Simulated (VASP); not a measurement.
Band structure of ZrPbO3 (space group Amm2). Computed with PBEsol GGA, VASP's PBE PAW potentials (set 64) (plane waves; VASP 6.6.1).

Unless said otherwise, spin-orbit coupling is left out, though it shifts the bands of the heavy elements here.

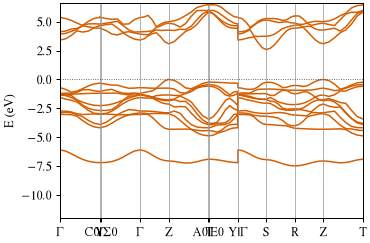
Bands along high-symmetry lines, zero at the valence-band maximum or, without a gap, the Fermi level

Problem. Read the plot: is there a gap, and where are the band edges?

Solution. The gap is indirect, 2.59 eV, from the valence maximum at Z to the conduction minimum at S. (Edges off the drawn lines would not show.)

The structure comes from a computed database's ZrPbO3 entry (Amm2); how it stands against other phases isn't given here. It was relaxed first, which changed the volume by -5 %.
